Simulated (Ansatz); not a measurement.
The figure comes from a scan of Al2Cu (Al2Cu type, space group I4/mcm): one Al atom of a 6-atom cell moves by u along (1.00, 0.00, 0.00) and v along (0.00, 1.00, 0.00). The numbers are results of PBE (plane waves to 420 eV, PAW, scalar-relativistic; Ansatz, a first-principles code), not measurements. k mesh 10×10×10 (Γ-centred), Fermi-Dirac smearing 0.05 eV. Points where atoms come too close for the PAW data are left out (x in tables, blank in figures). With partly filled bands, energies and forces of such displacements shift with the k mesh and the smearing. Fu and Fv are the components of the force on the atom. Al2Cu is run without spin polarisation. Al2Cu was relaxed with its symmetry unable to fall. 

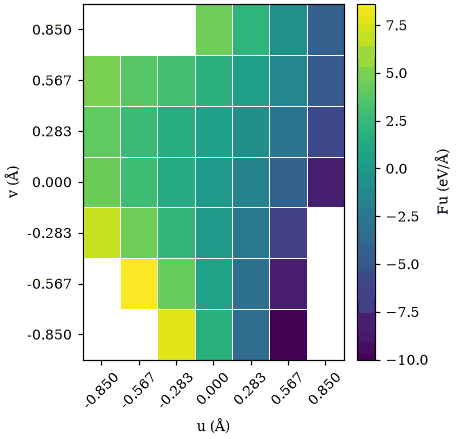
*Fu (eV/Å), one tile a computed point.*

Turn the plot into a table (rounded to what can be read).

To the nearest 2:

Fu (eV/Å), with u across and v down:

```
v \ u   -0.850  -0.567  -0.283  0.000  0.283  0.567  0.850
------  ------  ------  ------  -----  -----  -----  -----
-0.850       x       x       8      2     -4    -10      x
-0.567       x       8       4      0     -4     -8      x
-0.283       6       4       2      0     -2     -6      x
0.000        4       2       2      0     -2     -4     -8
0.283        4       2       2      0      0     -2     -6
0.567        4       4       2      2      0     -2     -4
0.850        x       x       x      4      2      0     -4
```

(A displaced cell: forces are minus the slopes of the energy, force constants its curvatures, and phonons follow from these.)
